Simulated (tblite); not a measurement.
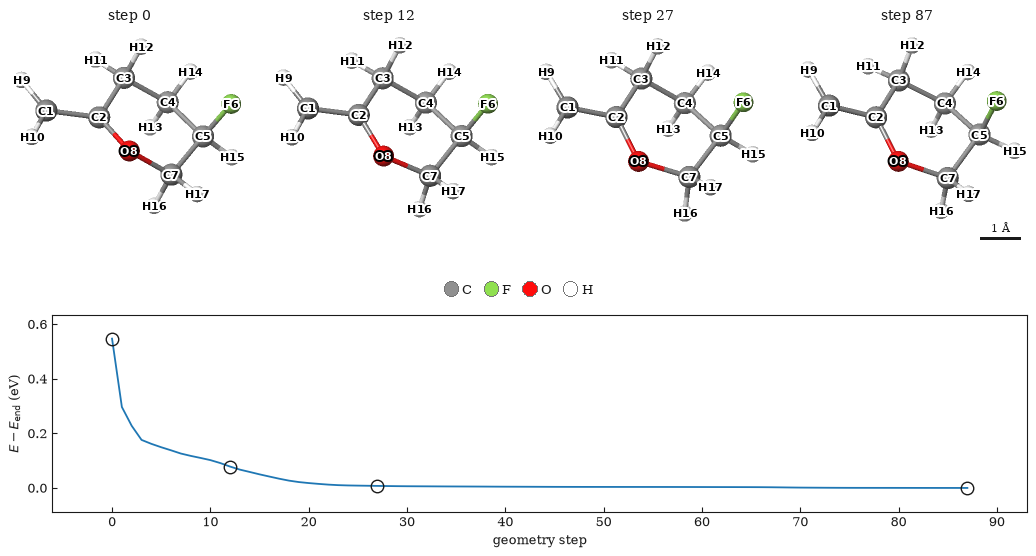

Frames of a relaxation of C$_{6}$H$_{9}$FO (charge +1, multiplicity 2), marked on the history of the run. Style: ball-and-stick. Shown from a free direction.

Method: GFN2-xTB geometry optimisation, gas phase (tblite 0.8.0). 

What happens along the run?

Answer. After 87 geometry steps the energy has fallen by 0.547 eV. The largest moves after the best rigid fit, 0.50 Å, are those of O8 and H9. By element the largest moves are O 0.50 Å, H 0.50 Å, F 0.38 Å, C 0.24 Å. Some distances before and after: C2–O8 1.364 → 1.302 Å, C1–C2 1.443 → 1.387 Å, C4–H13 1.115 → 1.091 Å, C7–O8 1.436 → 1.411 Å. Bond angles that change, for instance: C2–O8–C7 113.7° → 123.7°, C3–C2–O8 120.5° → 123.4°, C4–C5–H15 110.4° → 112.7°. From step 0 to 12: O8 moves most (0.27 Å), energy −0.469 eV. From step 12 to 27: O and H atoms move most (0.27 Å), energy −0.071 eV. From step 27 to 87: F and H atoms move most (0.20 Å), energy −0.007 eV.
